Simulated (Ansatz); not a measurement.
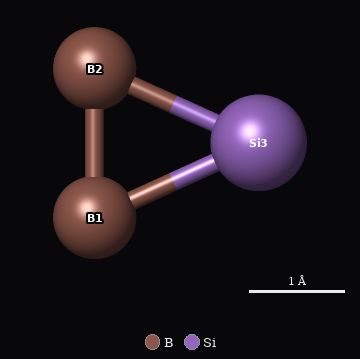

The structure (ball-and-stick view, seen on its broad side; atoms are numbered from 1 in the order of the input).

Run report: B2Si, single-point calculation

B2Si, multiplicity 3, computed with UKS PBE-D4/def2-TZVP (Ansatz 0.2.0).

The geometry comes from this level: r2SCAN-D4/def2-TZVP.

### Output
```
Functional definition: PBE
  name "PBE"
  cite "Perdew, Burke & Ernzerhof, Phys. Rev. Lett. 77, 3865 (1996) doi:10.1103/PhysRevLett.77.3865"
  parent pbe
  parameter kappa = 0.804
  parameter beta = 0.06672455060314922
  exchange = pbe_x(kappa = kappa, mu = beta*pi^2/3)
  correlation = pbe_c(beta = beta)
these checks for a lower state are left out or cut short: starts
590 factors; their error is unknown
mean field evaluation 1: about -9218.0811 eV, gradient 5.0e0 eV
mean field evaluation 2: about -9218.1392 eV, gradient 1.0e-1 eV
mean field evaluation 4: about -9218.1310 eV, gradient 2.2e-3 eV
mean field evaluation 8: about -9218.1310 eV, gradient 2.9e-5 eV
mean field -9218.13095679 eV, -338.7600643883 hartree, gradient 2.9e-5 eV, S^2 2.050455; 0 other end points of the search recorded, 0 dependent functions left out
reference -9218.13098865 eV, -338.7600655592 hartree; 13, 11 occupied and 86, 88 virtual orbitals, 590 factors
Total energy: -9218.21068490 eV, -338.7629943426 hartree
Checks for a lower state left out: starts
```

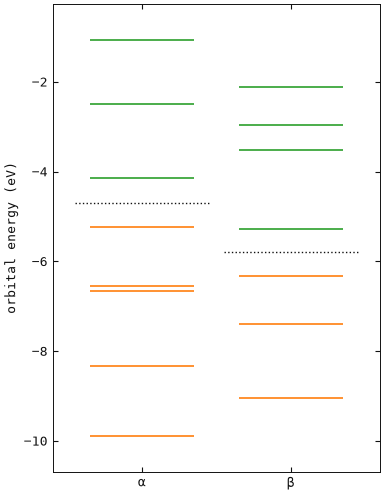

Orbital energies near the frontier for α and β spins; the dotted line parts filled from empty levels, and levels within 0.02 eV of each other stand side by side. α: highest filled −5.25 eV, lowest empty −4.14 eV, 1.11 eV apart; β: highest filled −6.32 eV, lowest empty −5.28 eV, 1.04 eV apart.

The run was set up as follows.

### Input
```yaml
crystal:
  periodic: [false, false, false]
  atoms:
    - {symbol: B, position_ang: [0.042546, 0.868449, 0.437057]}
    - {symbol: B, position_ang: [-0.657097, 0.068459, -0.714543]}
    - {symbol: Si, position_ang: [0.614550, -0.936909, 0.277485]}
basis:
  gaussian: {orbitals: def2-TZVP, initial_orbitals: start.molden}
magnetization: {spin_polarized: true, initial_magnetization: 2}
hamiltonian: {xc: pbe, dispersion: d4}
scf: {omitted_lower_state_checks: [starts]}
output: {orbitals: {seedname: orbitals}}
```

Launched with:
```bash
ansatz run in.yaml --threads 2 --pin off --events-out ev --progress --plain --max-ram 4352MiB
```

### Results in brief

| quantity | value |
| --- | --- |
| outcome | converged |
| total energy | −9218.2107 eV |
| mean-field energy | −9218.1310 eV |
| dispersion energy | −0.0797 eV |
| ⟨S²⟩ | 2.050 |
| SCF solution under orbital rotations | stable |
| HOMO (either spin) | −5.25 eV |
| LUMO (either spin) | −5.28 eV |
| hardware | 2 threads of Arm Neoverse V2, 23 GiB of memory available, shared host |
| wall time | 0.95 s (CPU time 1.8 s) |
| peak memory | 0.22 GiB |
